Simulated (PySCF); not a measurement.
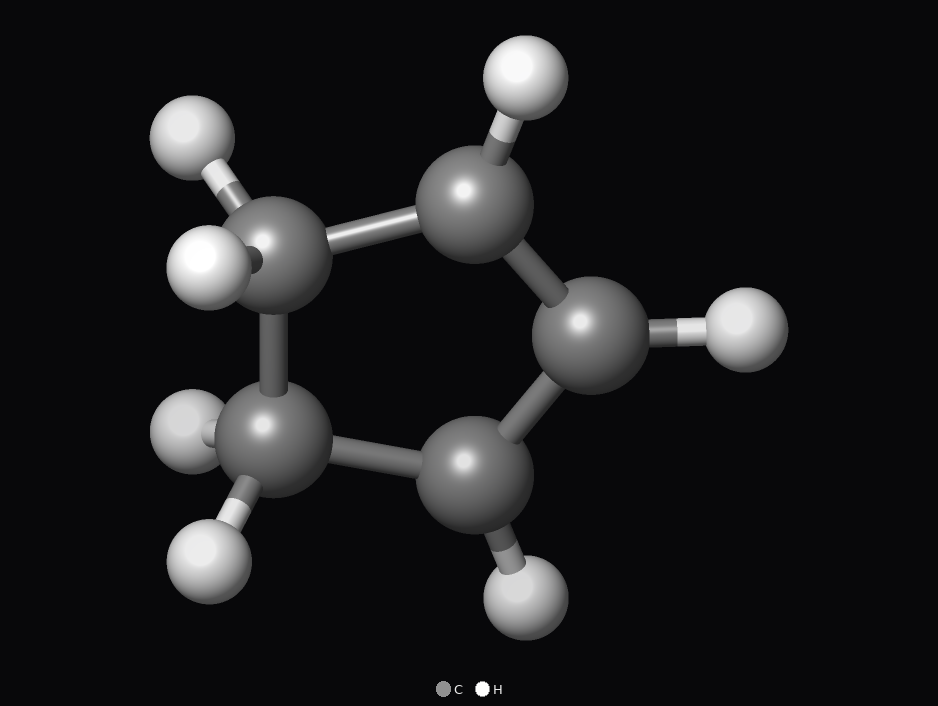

Ball-and-stick drawing of a structure. Every bond is drawn as one stick, whatever its order.

The species has charge +1 and is a spin singlet. The geometry was computed by an optimisation with PBE0-D3(BJ)/def2-SVP. No frequency run is at hand to confirm it as a minimum.

Question: Count the atoms of each element.

Answer: C₅H₇⁺, 12 atoms: 5 carbon and 7 hydrogen.

Question: How many bonds of each kind are drawn?

Answer: 7 C–H, 5 C–C.

Question: Does it have rings?

Answer: Independent rings (smallest set): 1 of 5 members.

Question: What is its SMILES?

Answer: C1=CCC[CH+]1

More results for the same structure follow; atom numbers are the same in all pictures, views and colours differ.

Symmetry

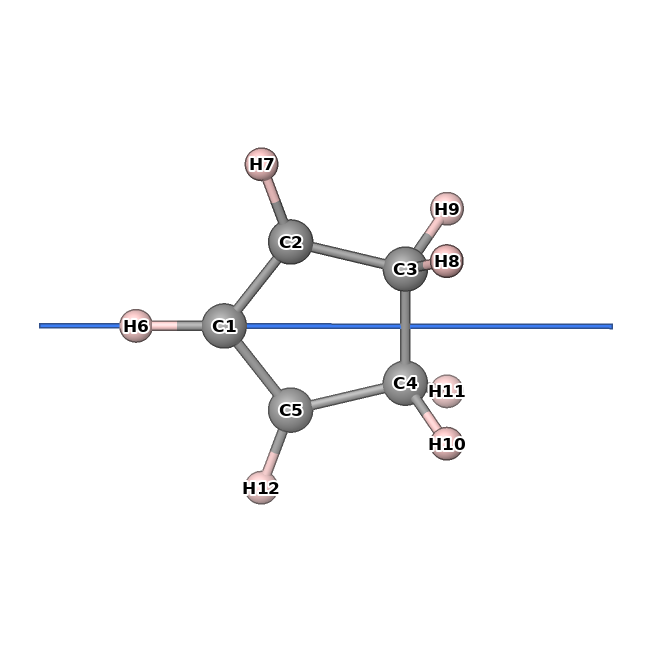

A line through the centre of mass is drawn in. Distant atoms are faded towards the background colour. No frequency run is at hand to confirm it as a minimum.

Question: Is the line a proper rotation axis of the structure, and of what order?

Answer: Yes, a C2 axis. A turn by 180° leaves C1, H6 in place and moves C2 ↔ C5; C3 ↔ C4; H7 ↔ H12; H8 ↔ H11; H9 ↔ H10. The point group is C2v.

NMR shielding

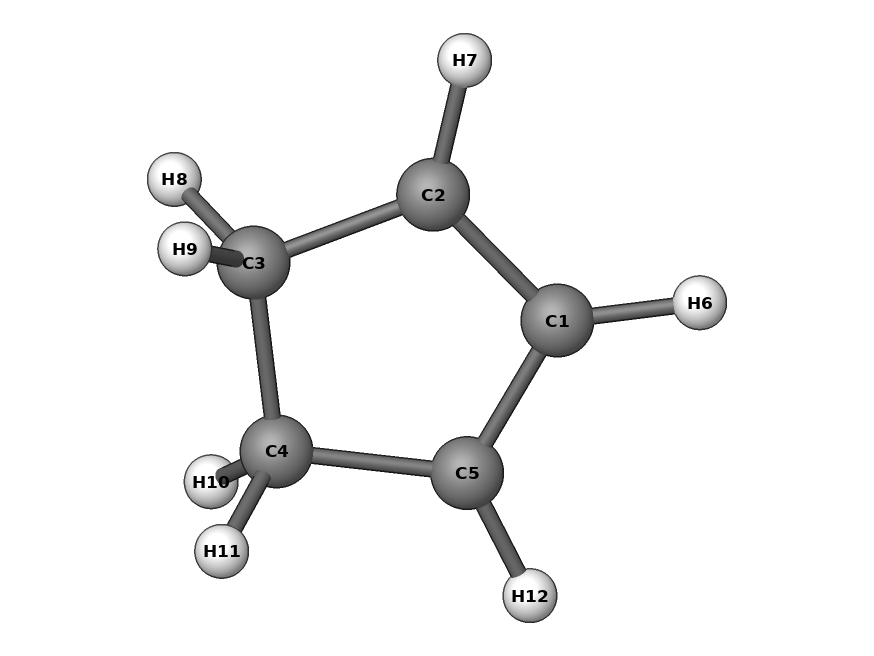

The questions are on isotropic NMR shieldings of the H atoms. No frequency run is at hand to confirm it as a minimum. Properties computed with GIAO PBE0/pcSseg-1 NMR shielding, non-relativistic, IEF-PCM chloroform (PySCF 2.14.0).

Give the isotropic NMR shieldings of the H atoms atom by atom.

```tsv
atom	σ (ppm)
H6	22.71
H7	20.30
H8	27.02
H9	27.02
H10	27.02
H11	27.02
H12	20.30
```

Electronic properties

No frequency run is at hand to confirm it as a minimum. Level of theory: CAM-B3LYP/def2-SVPD, gas phase (PySCF 2.14.0). Excitations: vertical, linear response.

Predict the main results.

- HOMO energy (Kohn–Sham orbital): −15.79 eV
- LUMO energy (Kohn–Sham orbital): −7.65 eV
- HOMO–LUMO gap: 8.15 eV
- mean static polarisability: 51.2 bohr³
- lowest vertical singlet excitation: 5.27 eV
- its oscillator strength: 0.200

Charges

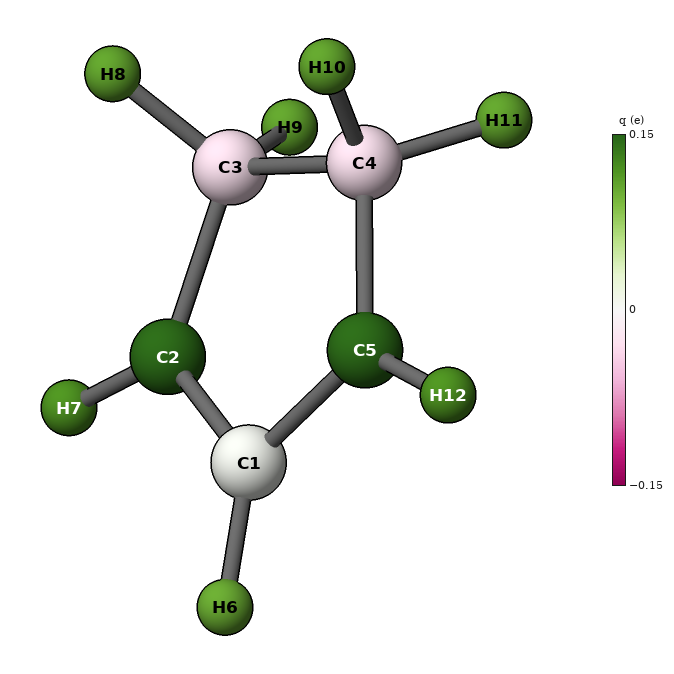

Atoms are coloured by their Hirshfeld charges. No frequency run is at hand to confirm it as a minimum. Method: PBE0/pcSseg-1 in chloroform (IEF-PCM) (PySCF 2.14.0).

Question: Which atom carries the highest charge (most positive or least negative)?

Answer: C2, C5 (0.14 e).

Question: And the lowest?

Answer: C3, C4 (−0.03 e).

Give the Hirshfeld charges atom by atom.

```csv
atom,value (e)
C1,0.00
C2,0.14
C3,−0.03
C4,−0.03
C5,0.14
H6,0.10
H7,0.12
H8,0.11
H9,0.11
H10,0.11
H11,0.11
H12,0.12
```
